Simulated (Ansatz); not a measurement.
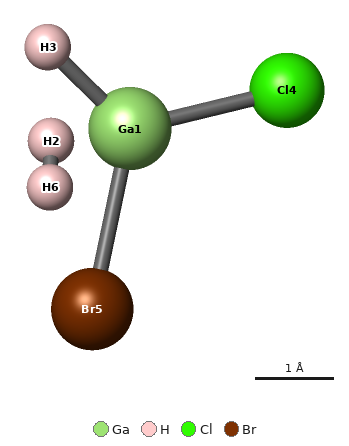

The structure as given in the input (ball-and-stick view, seen at a tilt; atoms are numbered from 1 in the order of the input). Sticks mark near contacts.

**Run report: GaH$_{3}$BrCl, geometry relaxation**

System: GaH$_{3}$BrCl.
Method: RKS r2SCAN/def2-SVP (Ansatz 0.2.0).

It belongs to a series of runs on one base structure; here: end point B relaxed. Figures and captions count atoms from 1; the log counts them from 0 in places.

## Log
```
The last accepted step is kept in [file] (removed where the run ends without a failure and the disk answers)
Engine: ansatz 0.2.0, aarch64-unknown-linux-gnu
Functional definition: r2SCAN
  parameter k0 = 0.174
  parameter k1 = 0.065
  parameter a1 = 4.9479
  exchange = r2scan_x(k0 = k0, k1 = k1, a1 = a1)
  correlation = r2scan_c
1069 factors; their error is unknown
mean field evaluation 1: about -134976.5093 eV, gradient 2.7e1 eV
mean field evaluation 2: about -134975.3277 eV, gradient 4.0e1 eV
mean field evaluation 4: about -134977.7186 eV, gradient 1.4e0 eV
mean field evaluation 8: about -134977.7196 eV, gradient 2.5e-2 eV
mean field evaluation 16: about -134977.6327 eV, gradient 3.7e-5 eV
mean field -134977.63269263 eV, -4960.3365103286 hartree, gradient 3.7e-5 eV, S^2 0.000000; 0 other end points of the search recorded, 0 dependent functions left out
the calculation of the forces begins
reference -134977.63270247 eV, -4960.3365106904 hartree; 43, 43 occupied and 54, 54 virtual orbitals, 1069 factors
relax step   1: F+E_penalty+E_count = -134977.63269263 eV  Δ(F+E_penalty+E_count) = +0.000e0 eV  max|allowed force component| = 1.842e0 eV/Å  Δτ_max = 0.0000 Å  (26 SCF iters, accepted)
these checks for a lower state are left out or cut short: starts, cluster_reference, orbital_swaps, neighbouring_geometries, increment
1069 factors; their error is unknown
mean field -134977.76534655 eV, -4960.3413852702 hartree, gradient 1.3e-5 eV, S^2 0.000000; 0 other end points of the search recorded, 0 dependent functions left out
the calculation of the forces begins
reference -134977.76535643 eV, -4960.3413856334 hartree; 43, 43 occupied and 54, 54 virtual orbitals, 1069 factors
relax step   2: F+E_penalty+E_count = -134977.76534655 eV  Δ(F+E_penalty+E_count) = -1.327e-1 eV  max|allowed force component| = 3.132e-1 eV/Å  Δτ_max = 0.1926 Å  (28 SCF iters, accepted)
these checks for a lower state are left out or cut short: starts, cluster_reference, orbital_swaps, neighbouring_geometries, increment
1069 factors; their error is unknown
mean field -134977.77135598 eV, -4960.3416061127 hartree, gradient 9.5e-6 eV, S^2 0.000000; 0 other end points of the search recorded, 0 dependent functions left out
the calculation of the forces begins
reference -134977.77136584 eV, -4960.3416064753 hartree; 43, 43 occupied and 54, 54 virtual orbitals, 1069 factors
relax step   3: F+E_penalty+E_count = -134977.77135598 eV  Δ(F+E_penalty+E_count) = -6.009e-3 eV  max|allowed force component| = 2.636e-1 eV/Å  Δτ_max = 0.0386 Å  (29 SCF iters, accepted)
these checks for a lower state are left out or cut short: starts, cluster_reference, orbital_swaps, neighbouring_geometries, increment
1069 factors; their error is unknown
mean field evaluation 32: about -134977.8752 eV, gradient 7.0e-2 eV
mean field -134977.78170722 eV, -4960.3419865138 hartree, gradient 2.3e-5 eV, S^2 0.000000; 0 other end points of the search recorded, 0 dependent functions left out
the calculation of the forces begins
reference -134977.78171701 eV, -4960.3419868735 hartree; 43, 43 occupied and 54, 54 virtual orbitals, 1069 factors
relax step   4: F+E_penalty+E_count = -134977.78170722 eV  Δ(F+E_penalty+E_count) = -1.035e-2 eV  max|allowed force component| = 7.755e-2 eV/Å  Δτ_max = 0.1542 Å  (29 SCF iters, accepted)
these checks for a lower state are left out or cut short: starts, cluster_reference, orbital_swaps, neighbouring_geometries, increment
1069 factors; their error is unknown
mean field -134977.78321955 eV, -4960.3420420909 hartree, gradient 1.0e-5 eV, S^2 0.000000; 0 other end points of the search recorded, 0 dependent functions left out
the calculation of the forces begins
reference -134977.78322934 eV, -4960.3420424508 hartree; 43, 43 occupied and 54, 54 virtual orbitals, 1069 factors
relax step   5: F+E_penalty+E_count = -134977.78321955 eV  Δ(F+E_penalty+E_count) = -1.512e-3 eV  max|allowed force component| = 2.279e-1 eV/Å  Δτ_max = 0.0604 Å  (30 SCF iters, accepted)
these checks for a lower state are left out or cut short: starts, cluster_reference, orbital_swaps, neighbouring_geometries, increment
1069 factors; their error is unknown
mean field -134977.78524486 eV, -4960.3421165198 hartree, gradient 1.1e-5 eV, S^2 0.000000; 0 other end points of the search recorded, 0 dependent functions left out
the calculation of the forces begins
reference -134977.78525466 eV, -4960.3421168800 hartree; 43, 43 occupied and 54, 54 virtual orbitals, 1069 factors
relax step   6: F+E_penalty+E_count = -134977.78524486 eV  Δ(F+E_penalty+E_count) = -2.025e-3 eV  max|allowed force component| = 1.671e-1 eV/Å  Δτ_max = 0.0997 Å  (28 SCF iters, accepted)
these checks for a lower state are left out or cut short: starts, cluster_reference, orbital_swaps, neighbouring_geometries, increment
1069 factors; their error is unknown
mean field -134977.78713761 eV, -4960.3421860772 hartree, gradient 1.0e-5 eV, S^2 0.000000; 0 other end points of the search recorded, 0 dependent functions left out
the calculation of the forces begins
reference -134977.78714741 eV, -4960.3421864372 hartree; 43, 43 occupied and 54, 54 virtual orbitals, 1069 factors
relax step   7: F+E_penalty+E_count = -134977.78713761 eV  Δ(F+E_penalty+E_count) = -1.893e-3 eV  max|allowed force component| = 3.228e-2 eV/Å  Δτ_max = 0.0788 Å  (29 SCF iters, accepted)
these checks for a lower state are left out or cut short: starts, cluster_reference, orbital_swaps, neighbouring_geometries, increment
1069 factors; their error is unknown
mean field -134977.78716736 eV, -4960.3421871703 hartree, gradient 1.8e-5 eV, S^2 0.000000; 0 other end points of the search recorded, 0 dependent functions left out
the calculation of the forces begins
reference -134977.78717716 eV, -4960.3421875304 hartree; 43, 43 occupied and 54, 54 virtual orbitals, 1069 factors
relax step   8: F+E_penalty+E_count = -134977.78716736 eV  Δ(F+E_penalty+E_count) = -2.975e-5 eV  max|allowed force component| = 3.134e-2 eV/Å  Δτ_max = 0.0012 Å  (19 SCF iters, accepted)
these checks for a lower state are left out or cut short: starts, cluster_reference, orbital_swaps, neighbouring_geometries, increment
1069 factors; their error is unknown
mean field evaluation 64: about -134977.7590 eV, gradient 4.2e-2 eV
mean field -134977.66473141 eV, -4960.3376877323 hartree, gradient 1.6e-5 eV, S^2 0.000000; 0 other end points of the search recorded, 0 dependent functions left out
the calculation of the forces begins
reference -134977.66474117 eV, -4960.3376880909 hartree; 43, 43 occupied and 54, 54 virtual orbitals, 1069 factors
relax step   9: F+E_penalty+E_count = -134977.66473141 eV  Δ(F+E_penalty+E_count) = +1.224e-1 eV  max|allowed force component| = 1.755e0 eV/Å  Δτ_max = 0.1958 Å  (28 SCF iters, rejected (line search))
these checks for a lower state are left out or cut short: starts, cluster_reference, orbital_swaps, neighbouring_geometries, increment
1069 factors; their error is unknown
mean field -134977.78747476 eV, -4960.3421984672 hartree, gradient 1.1e-5 eV, S^2 0.000000; 0 other end points of the search recorded, 0 dependent functions left out
the calculation of the forces begins
reference -134977.78748456 eV, -4960.3421988273 hartree; 43, 43 occupied and 54, 54 virtual orbitals, 1069 factors
relax step  10: F+E_penalty+E_count = -134977.78747476 eV  Δ(F+E_penalty+E_count) = -3.074e-4 eV  max|allowed force component| = 2.753e-2 eV/Å  Δτ_max = 0.0474 Å  (28 SCF iters, accepted)
```

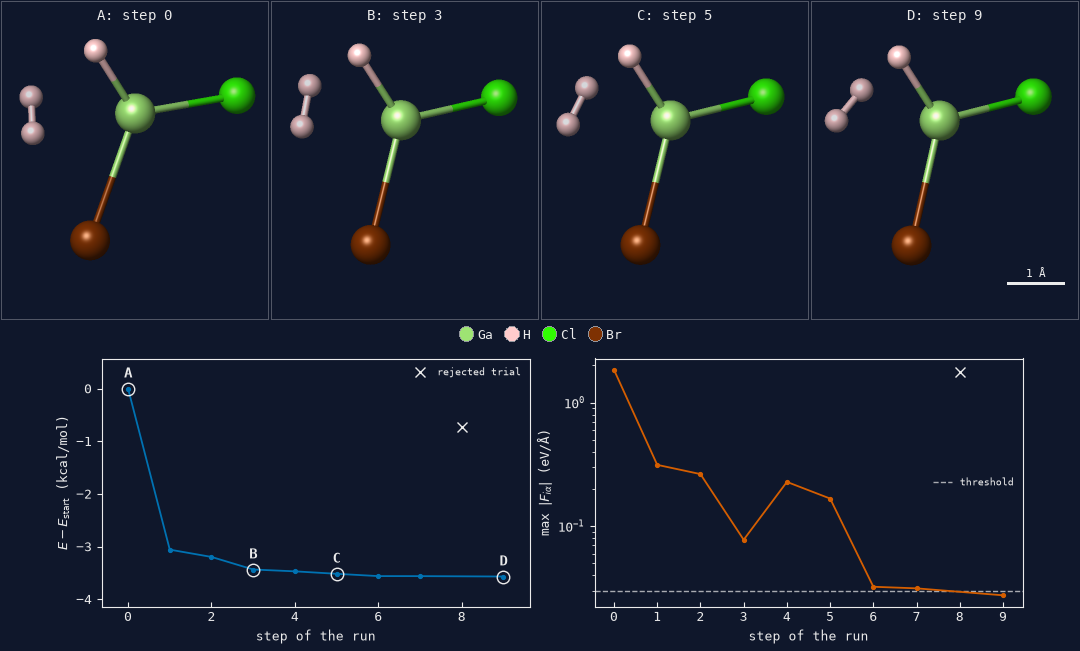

Frames of the relaxation (ball-and-stick view, seen at a tilt) above the curves, on which the letters mark them (the first geometry is step 0 here and step 1 in the log).

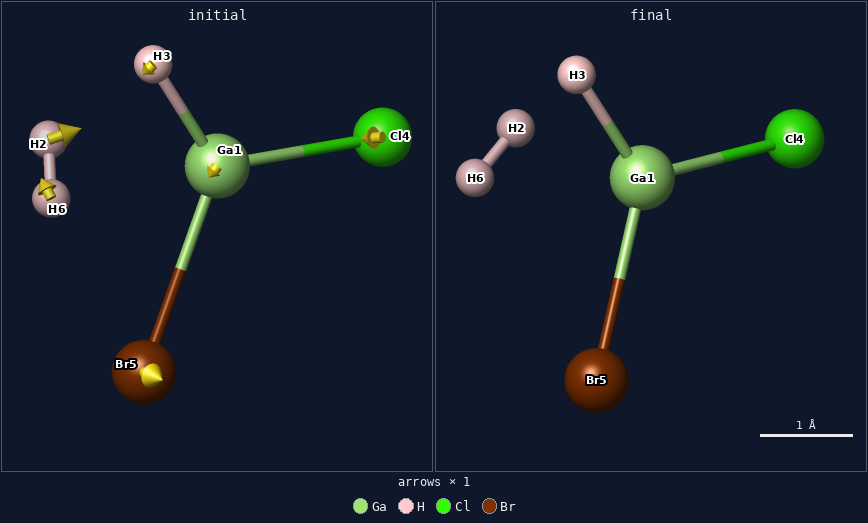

Before (left) and after (right) the relaxation, at one scale (ball-and-stick view, seen at a tilt). The yellow arrows give the displacements, at true length. The energy falls by 3.57 kcal/mol in 9 geometry steps. Largest force component: 1.8 eV/Å at the start, 0.028 eV/Å at the end. The line search rejected the trial step at point 8 (counted from 0) and went back. H2 moves most after the best rigid fit: 0.38 Å. Largest moves by element: H 0.38 Å, Br 0.36 Å, Cl 0.30 Å, Ga 0.16 Å. Among the contacts that change: Ga1–Br5 2.383 → 2.281 Å, H2–H6 0.718 → 0.761 Å. Among the angles that change: H3–Ga1–Cl4 123.4° → 121.3°. (Atoms are counted from 1 in the order of the input.)

```
1069 factors; their error is unknown
mean field -134977.78747476 eV, -4960.3421984672 hartree, gradient 1.1e-5 eV, S^2 0.000000; 1 other end points of the search recorded, 0 dependent functions left out
the calculation of the forces begins
reference -134977.78748456 eV, -4960.3421988273 hartree; 43, 43 occupied and 54, 54 virtual orbitals, 1069 factors
Total energy: -134977.78748456 eV, -4960.3421988273 hartree
Atom 0 at    -0.030467    -0.749450    -0.310721 Å, force     0.026682     0.006661     0.017110 eV/Å
Atom 1 at    -0.299926     0.315739     1.991976 Å, force    -0.021518     0.023889    -0.007482 eV/Å
Atom 2 at     1.333881    -0.049669    -0.488369 Å, force    -0.003238    -0.001785    -0.007699 eV/Å
Atom 3 at    -1.869390     0.270629    -0.727665 Å, force    -0.020499     0.007923    -0.013994 eV/Å
Atom 4 at    -0.214713    -2.962135     0.210700 Å, force    -0.005835    -0.009156    -0.000257 eV/Å
Atom 5 at     0.021616    -0.339815     2.205079 Å, force     0.024407    -0.027532     0.012322 eV/Å
Dipole moment:     0.305374     0.173298     0.136593 e Å
```

## Trajectory as extended XYZ (Å, eV, eV/Å), 10 frames, from step=1 to step=10
```
6
Properties=species:S:1:pos:R:3:forces:R:3 step=1 energy=-134977.63269
Ga   -0.0661   -0.6169   -0.4030   -0.1227  -0.9755   0.4505
H    -0.0605    0.1466    2.2596    0.0330   1.8420   0.3180
H     1.3005    0.0641   -0.6268   -0.0178   0.0004   0.0092
Cl   -1.9283    0.2528   -1.0001    0.0705  -0.0246   0.0376
Br   -0.2328   -2.8036    0.5301    0.0651   0.8129  -0.5639
H    -0.0717   -0.5577    2.1212   -0.0281  -1.6551  -0.2514
6
Properties=species:S:1:pos:R:3:forces:R:3 step=2 energy=-134977.76535
Ga   -0.0685   -0.6863   -0.4009    0.0550  -0.1443   0.0343
H    -0.0507    0.2705    2.2716   -0.0119  -0.2581  -0.0368
H     1.2868    0.0249   -0.6057   -0.0227   0.0057   0.0334
Cl   -1.9173    0.2198   -0.9762   -0.0398   0.0435   0.0155
Br   -0.2358   -2.8452    0.3421    0.0109   0.0400  -0.0640
H    -0.0735   -0.4984    2.2500    0.0086   0.3132   0.0175
6
Properties=species:S:1:pos:R:3:forces:R:3 step=3 energy=-134977.77136
Ga   -0.0678   -0.7005   -0.3914    0.0442  -0.0412   0.0279
H    -0.0525    0.2851    2.2359   -0.0123  -0.2220  -0.0258
H     1.2834    0.0238   -0.5761   -0.0139  -0.0065   0.0187
Cl   -1.9146    0.2239   -0.9501   -0.0293   0.0253   0.0127
Br   -0.2338   -2.8644    0.3183    0.0044  -0.0192  -0.0388
H    -0.0738   -0.4827    2.2445    0.0069   0.2636   0.0052
6
Properties=species:S:1:pos:R:3:forces:R:3 step=4 energy=-134977.78171
Ga   -0.0597   -0.7335   -0.3249   -0.0149   0.0775   0.0018
H    -0.0722    0.3338    2.0910   -0.0150  -0.0568  -0.0228
H     1.2856    0.0114   -0.4668   -0.0016  -0.0360  -0.0173
Cl   -1.9068    0.2372   -0.8272    0.0264  -0.0262   0.0115
Br   -0.2253   -2.9386    0.2374    0.0038  -0.0051  -0.0048
H    -0.0806   -0.4249    2.1715    0.0012   0.0466   0.0316
6
Properties=species:S:1:pos:R:3:forces:R:3 step=5 energy=-134977.78322
Ga   -0.0548   -0.7285   -0.3162   -0.0230   0.0141  -0.0014
H    -0.0931    0.3296    2.0345   -0.0106  -0.2273   0.0592
H     1.2967    0.0016   -0.4703   -0.0043  -0.0121  -0.0088
Cl   -1.9064    0.2410   -0.8033    0.0317  -0.0093   0.0127
Br   -0.2221   -2.9407    0.2231    0.0062   0.0067  -0.0010
H    -0.0793   -0.4177    2.2132    0.0001   0.2279  -0.0607
6
Properties=species:S:1:pos:R:3:forces:R:3 step=6 energy=-134977.78525
Ga   -0.0525   -0.7366   -0.3202    0.1671   0.0497   0.0041
H    -0.1923    0.3206    2.0291   -0.0089  -0.0068   0.0019
H     1.3131   -0.0203   -0.4966   -0.1116  -0.0641   0.0098
Cl   -1.8898    0.2692   -0.7678   -0.0354  -0.0002  -0.0020
Br   -0.2126   -2.9483    0.2227   -0.0159   0.0134  -0.0082
H    -0.0249   -0.3993    2.2137    0.0047   0.0082  -0.0057
6
Properties=species:S:1:pos:R:3:forces:R:3 step=7 energy=-134977.78714
Ga   -0.0416   -0.7382   -0.3163   -0.0214  -0.0006  -0.0126
H    -0.2667    0.3029    2.0250   -0.0098   0.0038  -0.0032
H     1.3195   -0.0311   -0.4935   -0.0089  -0.0080   0.0043
Cl   -1.8858    0.2680   -0.7591    0.0323  -0.0095   0.0189
Br   -0.2296   -2.9524    0.2051    0.0062   0.0154  -0.0014
H     0.0452   -0.3639    2.2198    0.0016  -0.0012  -0.0060
6
Properties=species:S:1:pos:R:3:forces:R:3 step=8 energy=-134977.78717
Ga   -0.0412   -0.7385   -0.3164   -0.0210  -0.0004  -0.0112
H    -0.2675    0.3032    2.0242   -0.0096   0.0033  -0.0030
H     1.3199   -0.0315   -0.4934   -0.0086  -0.0079   0.0038
Cl   -1.8854    0.2680   -0.7584    0.0313  -0.0090   0.0179
Br   -0.2294   -2.9526    0.2053    0.0062   0.0148  -0.0016
H     0.0447   -0.3633    2.2196    0.0016  -0.0007  -0.0060
6
Properties=species:S:1:pos:R:3:forces:R:3 step=9 energy=-134977.66473 accepted=F
Ga   -0.0107   -0.7539   -0.3091   -0.2673  -0.0702   0.0591
H    -0.4554    0.2710    1.9792    1.7549  -1.5268   0.6664
H     1.3478   -0.0712   -0.4844    0.1740   0.0870  -0.0328
Cl   -1.8580    0.2737   -0.7119    0.0670  -0.0057   0.0041
Br   -0.2448   -2.9675    0.1878    0.0263  -0.0090  -0.0069
H     0.1621   -0.2668    2.2194   -1.7550   1.5248  -0.6899
6
Properties=species:S:1:pos:R:3:forces:R:3 step=10 energy=-134977.78747
Ga   -0.0305   -0.7494   -0.3107    0.0267   0.0067   0.0171
H    -0.2999    0.3157    1.9920   -0.0215   0.0239  -0.0075
H     1.3339   -0.0497   -0.4884   -0.0032  -0.0018  -0.0077
Cl   -1.8694    0.2706   -0.7277   -0.0205   0.0079  -0.0140
Br   -0.2147   -2.9621    0.2107   -0.0058  -0.0092  -0.0003
H     0.0216   -0.3398    2.2051    0.0244  -0.0275   0.0123
```

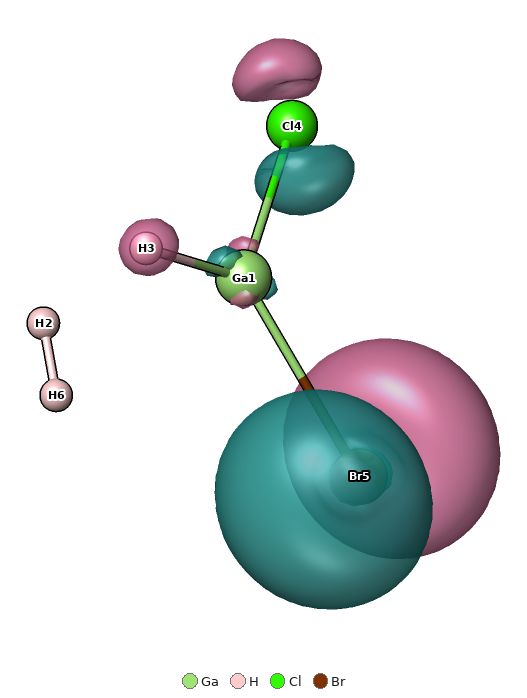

One frontier orbital at ±0.15 Å⁻³ᐟ² (teal and pink are the two phases), seen at a tilt. The HOMO, at −7.50 eV.

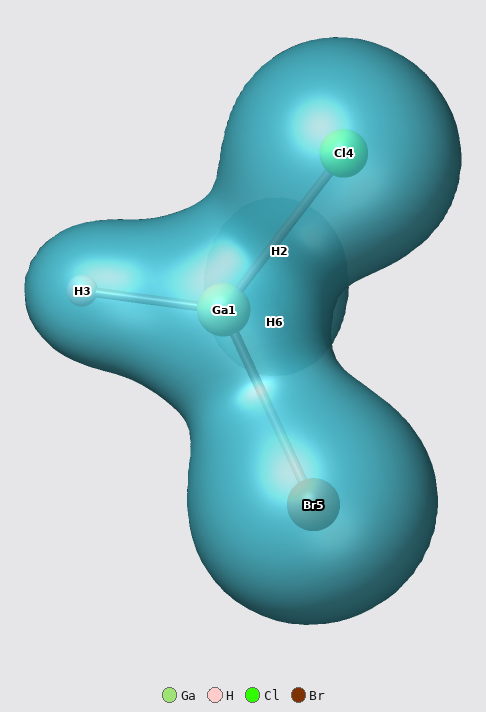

Isosurface of the total electron density at 0.2 e/Å³ (cyan), seen at an oblique angle. At this value the surface falls into two separate pieces. It is pinched off along the Ga···H (2.55 Å) contacts. On the grid the lowest density along these lines, outside the cores, is 0.09 e/Å³ (Ga···H, 2.55 Å), 0.63 e/Å³ (Ga–Cl, 2.14 Å), 0.57 e/Å³ (Ga–Br, 2.28 Å) and 1.7 e/Å³ (H–H, 0.76 Å).

The run was set up as follows.

## The input
```yaml
crystal:
  periodic: [false, false, false]
  atoms:
    - { symbol: Ga, position_ang: [-0.066129, -0.616919, -0.403025] }
    - { symbol: H, position_ang: [-0.060461, 0.146619, 2.259608] }
    - { symbol: H, position_ang: [1.300465, 0.064123, -0.626826] }
    - { symbol: Cl, position_ang: [-1.928342, 0.252764, -1.00006] }
    - { symbol: Br, position_ang: [-0.232837, -2.8036, 0.53013] }
    - { symbol: H, position_ang: [-0.071695, -0.557688, 2.121173] }
basis:
  gaussian: { orbitals: def2-SVP }
hamiltonian:
  xc: r2scan
relax:
  f_tol: 0.03
  max_steps: 50
output:
  orbitals: {}
```

Command:
```bash
ansatz run input.yaml --threads 4 --pin off --max-ram 5120MiB --backend cpu --events-out ev --progress --plain --runs-dir out
```

## Summary

- outcome: converged
- total energy: −134977.7875 eV
- mean-field energy: −134977.7875 eV
- largest force (length of the vector) at the end: 0.039 eV/Å
- hardware: 4 threads of Arm Neoverse V2, 24 GiB of memory available, shared host
- wall time: 17 s (CPU time 63 s)
- peak memory: 0.18 GiB
